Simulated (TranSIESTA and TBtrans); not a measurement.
Device: Si chain with one Al atom in place of Si. Leads: straight Si chain, spacing 2.25 Å. Geometry: 3 atoms about the centre moved by SIESTA (PBE, DZP) to a largest force of 0.00 eV/Å, all others as built, motion along the axis alone.

Computed with TranSIESTA and TBtrans, PBE, DZP numerical orbitals (energy shift 0.15 eV), PseudoDojo norm-conserving scalar-relativistic potentials, mesh cutoff 200 Ry, 300 K, no spin polarisation, no spin-orbit coupling; self-consistent non-equilibrium Green functions.

Energies count from the leads' Fermi level. Transmissions are for one spin of a degenerate pair. The energy step is 0.01 eV; narrower resonances are cut or missed.

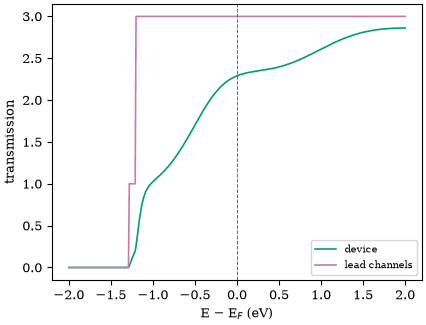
Fig. 1. Transmission against energy

```csv
E (eV),T,lead channels
-2.00,0,0
-1.80,0,0
-1.60,0,0
-1.40,0,0
-1.20,0.25,band edge
-1.00,1.03,3
-0.80,1.23,3
-0.60,1.52,3
-0.40,1.88,3
-0.20,2.15,3
0.00,2.29,3
0.20,2.34,3
0.40,2.37,3
0.60,2.43,3
0.80,2.51,3
1.00,2.61,3
1.20,2.71,3
1.40,2.78,3
1.60,2.83,3
1.80,2.85,3
2.00,2.86,3
```

The straight chain is held at its spacing; free chains may zigzag or dimerise. No spin-polarised start was tried, so a magnetic state, if there is one, is missed.
